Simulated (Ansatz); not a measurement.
# Calculations on CH7AsOSn

**1. Relaxation**

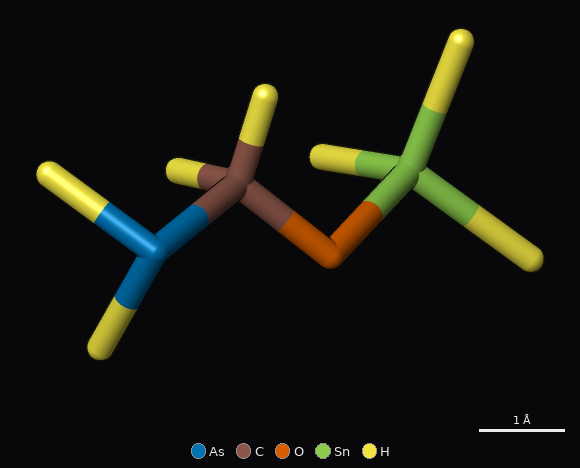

This is the input geometry for a relaxation of CH7AsOSn. A stick model, seen from a free direction.

The run prepares an end point of a later path (inversion) calculation, from a guessed geometry.

Computed with RKS PBE/def2-SVP in Ansatz 0.2.0.

Input
```yaml
crystal:
  periodic: [false, false, false]
  atoms:
    - { symbol: As, position_ang: [-0.7234, 2.4315, 0.2193] }
    - { symbol: C, position_ang: [0.0681, 0.6955, 0.189] }
    - { symbol: O, position_ang: [-0.963, -0.2769, 0.1046] }
    - { symbol: Sn, position_ang: [0.046, -2.0442, 0.0996] }
    - { symbol: H, position_ang: [0.5925, 3.1852, -0.0884] }
    - { symbol: H, position_ang: [-1.1287, 2.4059, -1.3142] }
    - { symbol: H, position_ang: [0.7684, 0.6418, -0.6921] }
    - { symbol: H, position_ang: [0.6995, 0.6056, 1.1197] }
    - { symbol: H, position_ang: [1.0345, -2.1407, -1.2452] }
    - { symbol: H, position_ang: [0.9159, -2.2404, 1.5907] }
    - { symbol: H, position_ang: [-1.2445, -3.3202, 0.0376] }
basis:
  gaussian: { orbitals: def2-SVP }
hamiltonian:
  xc: pbe
relax:
  f_tol: 0.015
  max_steps: 40
output:
  orbitals: {}
```

Run as
```bash
ansatz run input.yaml --threads 2 --pin off --max-ram 3072MiB --backend cpu --events-out ev --progress --plain --runs-dir out
```

> Where does the relaxation end?

Over 7 geometry steps the energy falls by 31.7 kJ/mol. The largest force component goes from 1.6 to 0.0075 eV/Å. H5 moves most after the best rigid fit: 0.33 Å. Largest moves by element: H 0.33 Å, O 0.28 Å, Sn 0.19 Å, C 0.17 Å, As 0.17 Å. Some distances before and after: As1–C2 1.908 → 2.019 Å, Sn4–H11 1.816 → 1.720 Å, Sn4–H9 1.672 → 1.732 Å, As1–H6 1.586 → 1.542 Å. Among the angles between lasting bonds that change: C2–O3–Sn4 103.6° → 119.7°, H10–Sn4–H11 107.8° → 113.5°, H9–Sn4–H11 110.6° → 113.4°. Cost: 17 s on 2 threads of Intel(R) Xeon(R) Platinum 8488C (Sapphire Rapids), with other jobs on the host, peak memory 0.19 GiB.

Step by step:

```tsv
step	E − E(0), kJ/mol	largest force component, eV/Å
0	0.00	1.5980
1	-18.50	1.4660
2	-27.93	0.4927
3	-29.39	0.6970
4	-31.44	0.1769
5	-31.60	0.0758
6	-31.67	0.0283
7	-31.69	0.0075
```

The structure at the end:

```xyz
11

As   -0.8874    2.4352    0.1910
C     0.2256    0.7508    0.1702
O    -0.6813   -0.3177    0.0976
Sn    0.0086   -2.2255    0.1186
H     0.3246    3.3711   -0.0279
H    -1.1713    2.3965   -1.3239
H     0.9422    0.7906   -0.6848
H     0.8280    0.7678    1.1132
H     1.0341   -2.4282   -1.2627
H     0.8845   -2.4525    1.5957
H    -1.4422   -3.1449    0.0337
```

After the run, drawn alike:

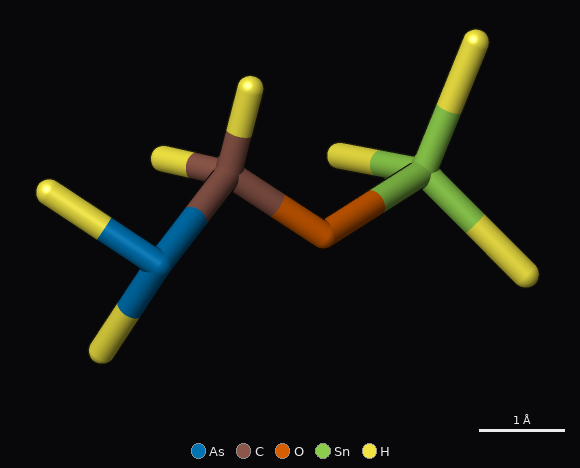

**2. Relaxation**

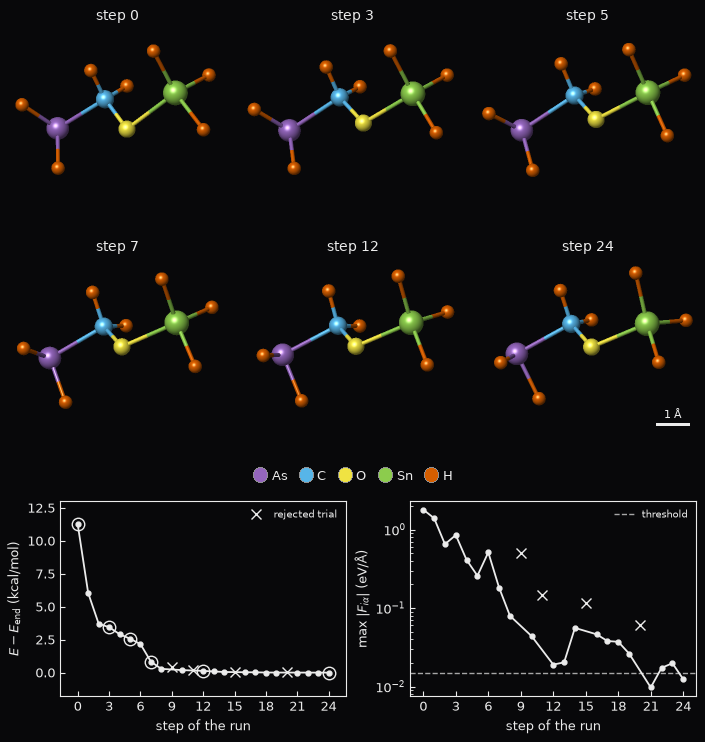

Frames of a relaxation of CH7AsOSn, marked on the history of the run. The picture is a ball-and-stick view, seen at a tilt.

The run prepares an end point of a later path (inversion) calculation, from a guessed geometry.

Theory: RKS PBE/def2-SVP (Ansatz 0.2.0). Settings: no spin polarisation; force threshold 0.015 eV/Å; at most 40 steps.

Question: What happens along the run?

Answer: The energy falls by 11.2 kcal/mol in 20 accepted moves (24 points after the start). The largest force component goes from 1.8 to 0.012 eV/Å. The line search rejected the trial steps at points 9, 11, 15, 20 of the run. An H atom moves most after the best rigid fit: 1.17 Å. Largest moves by element: H 1.17 Å, O 0.46 Å, As 0.41 Å, C 0.23 Å, Sn 0.16 Å. Near-neighbour distances that change, for instance: As–C 1.908 → 2.012 Å, H–Sn 1.816 → 1.720 Å, H–Sn 1.672 → 1.733 Å, As–H 1.586 → 1.540 Å. Bond angles that change, for instance: C–O–Sn 103.6° → 119.9°, H–Sn–H 107.8° → 113.4°, As–C–H 108.3° → 105.0°. Groups turn about As–C by about 60°. Cost: 49 s on 2 threads of Intel(R) Xeon(R) Platinum 8488C (Sapphire Rapids), with other jobs on the host, peak memory 0.19 GiB. From step 0 to 3: the O atom moves most (0.19 Å), energy −7.80 kcal/mol. From step 3 to 5: an H atom moves most (0.24 Å), energy −0.87 kcal/mol. From step 5 to 7: H atoms move most (0.32 Å), energy −1.74 kcal/mol. From step 7 to 12: H atoms move most (0.32 Å), energy −0.70 kcal/mol. From step 12 to 24: H atoms move most (0.29 Å), energy −0.13 kcal/mol.

```json
{"step": "0", "E − E(0), kcal/mol": "0.00", "largest force component, eV/Å": "1.7964", "note": ""}
{"step": "1", "E − E(0), kcal/mol": "-5.20", "largest force component, eV/Å": "1.3959", "note": ""}
{"step": "2", "E − E(0), kcal/mol": "-7.53", "largest force component, eV/Å": "0.6521", "note": ""}
{"step": "3", "E − E(0), kcal/mol": "-7.80", "largest force component, eV/Å": "0.8526", "note": ""}
{"step": "4", "E − E(0), kcal/mol": "-8.32", "largest force component, eV/Å": "0.4099", "note": ""}
{"step": "5", "E − E(0), kcal/mol": "-8.67", "largest force component, eV/Å": "0.2584", "note": ""}
{"step": "6", "E − E(0), kcal/mol": "-9.07", "largest force component, eV/Å": "0.5132", "note": ""}
{"step": "7", "E − E(0), kcal/mol": "-10.41", "largest force component, eV/Å": "0.1817", "note": ""}
{"step": "8", "E − E(0), kcal/mol": "-10.96", "largest force component, eV/Å": "0.0797", "note": ""}
{"step": "9", "E − E(0), kcal/mol": "-10.82", "largest force component, eV/Å": "0.4969", "note": "rejected"}
{"step": "10", "E − E(0), kcal/mol": "-11.05", "largest force component, eV/Å": "0.0439", "note": ""}
{"step": "11", "E − E(0), kcal/mol": "-11.05", "largest force component, eV/Å": "0.1480", "note": "rejected"}
{"step": "12", "E − E(0), kcal/mol": "-11.11", "largest force component, eV/Å": "0.0190", "note": ""}
{"step": "13", "E − E(0), kcal/mol": "-11.15", "largest force component, eV/Å": "0.0203", "note": ""}
{"step": "14", "E − E(0), kcal/mol": "-11.19", "largest force component, eV/Å": "0.0559", "note": ""}
{"step": "15", "E − E(0), kcal/mol": "-11.19", "largest force component, eV/Å": "0.1164", "note": "rejected"}
{"step": "16", "E − E(0), kcal/mol": "-11.21", "largest force component, eV/Å": "0.0463", "note": ""}
{"step": "17", "E − E(0), kcal/mol": "-11.22", "largest force component, eV/Å": "0.0380", "note": ""}
{"step": "18", "E − E(0), kcal/mol": "-11.23", "largest force component, eV/Å": "0.0372", "note": ""}
{"step": "19", "E − E(0), kcal/mol": "-11.24", "largest force component, eV/Å": "0.0263", "note": ""}
{"step": "20", "E − E(0), kcal/mol": "-11.23", "largest force component, eV/Å": "0.0601", "note": "rejected"}
{"step": "21", "E − E(0), kcal/mol": "-11.24", "largest force component, eV/Å": "0.0097", "note": ""}
{"step": "22", "E − E(0), kcal/mol": "-11.24", "largest force component, eV/Å": "0.0173", "note": ""}
{"step": "23", "E − E(0), kcal/mol": "-11.24", "largest force component, eV/Å": "0.0198", "note": ""}
{"step": "24", "E − E(0), kcal/mol": "-11.24", "largest force component, eV/Å": "0.0124", "note": ""}
```

**3. Path**

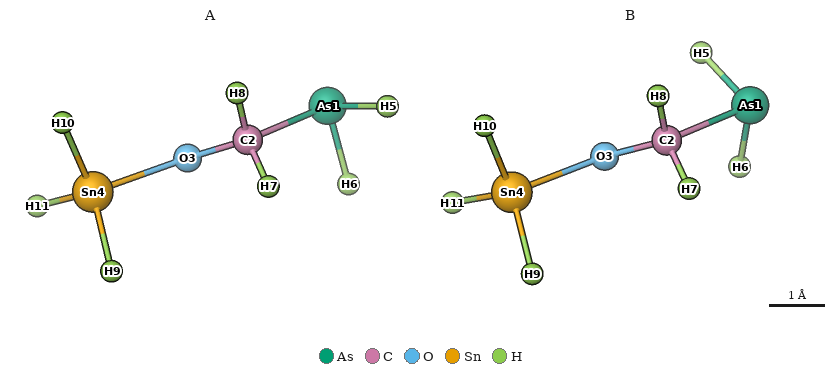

The two relaxed end points of a path for CH7AsOSn. The picture is a ball-and-stick view, seen from a free direction.

Level of theory: RKS PBE/def2-SVP (Ansatz).

Input file:
```yaml
crystal:
  periodic: [false, false, false]
  atoms:
    - { symbol: As, position_ang: [-0.886533, 2.435583, 0.190675] }
    - { symbol: C, position_ang: [0.225885, 0.750749, 0.170086] }
    - { symbol: O, position_ang: [-0.681399, -0.31744, 0.09763] }
    - { symbol: Sn, position_ang: [0.007753, -2.225481, 0.11889] }
    - { symbol: H, position_ang: [0.325868, 3.370936, -0.028419] }
    - { symbol: H, position_ang: [-1.170446, 2.396766, -1.324253] }
    - { symbol: H, position_ang: [0.942433, 0.790105, -0.684945] }
    - { symbol: H, position_ang: [0.828298, 0.767649, 1.113027] }
    - { symbol: H, position_ang: [1.033131, -2.42877, -1.262396] }
    - { symbol: H, position_ang: [0.88367, -2.452589, 1.596051] }
    - { symbol: H, position_ang: [-1.443359, -3.144408, 0.034254] }
basis:
  gaussian: { orbitals: def2-SVP }
hamiltonian:
  xc: pbe
neb:
  order_check: false
  images: 7
  f_tol: 0.05
  max_iterations: 60
  initial_path: idpp
  final_atoms:
    - { symbol: As, position_ang: [-0.12616322, 2.69918419, -0.21112248] }
    - { symbol: C, position_ang: [0.56021843, 0.81624085, -0.03417839] }
    - { symbol: O, position_ang: [-0.48240318, -0.11405336, -0.02236574] }
    - { symbol: Sn, position_ang: [-0.06839417, -2.09679849, 0.16088154] }
    - { symbol: H, position_ang: [-1.22214579, 2.49283627, 0.85055295] }
    - { symbol: H, position_ang: [-1.09714431, 2.33398303, -1.34911353] }
    - { symbol: H, position_ang: [1.27361794, 0.68623187, -0.8870003] }
    - { symbol: H, position_ang: [1.17576927, 0.81888532, 0.90090217] }
    - { symbol: H, position_ang: [0.90898502, -2.56321103, -1.19179174] }
    - { symbol: H, position_ang: [0.7787215, -2.32528547, 1.65520013] }
    - { symbol: H, position_ang: [-1.6357605, -2.80491319, 0.14863539] }
```

Command:
```bash
ansatz run input.yaml --threads 2 --pin off --max-ram 3072MiB --backend cpu --events-out ev --progress --plain --runs-dir out
```

Question: Predict the minimum-energy path and its barrier.

Answer: The highest point, image 4, lies 1.66 eV above the start and 1.71 eV above the end; the end is at −0.05 eV relative to the start. The motion is an umbrella inversion at As1. No bond forms or breaks between the ends. Bond angles that change up to the highest image, for instance: C2–As1–H5 94.1° → 122.1°, H5–As1–H6 91.2° → 115.9°. The band converged in 12 iterations, with a climbing image at the top. At the top, the vibrational analysis gives one imaginary mode (883i cm⁻¹), as a transition state must have.

Energies of the converged images:

```csv
image,path (Å),E (eV)
0,0.00,0.000
1,0.63,0.012
2,1.27,0.044
3,1.90,0.274
4,2.54,1.659
5,3.01,0.640
6,3.48,0.110
7,3.95,-0.024
8,4.43,-0.051
```

The geometry at the top of the path:

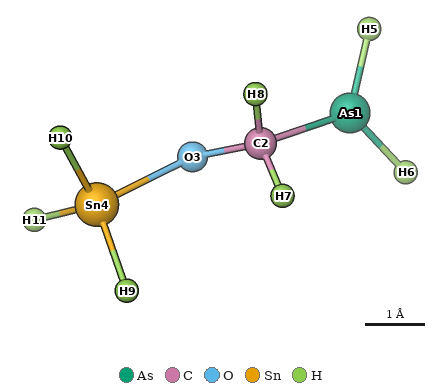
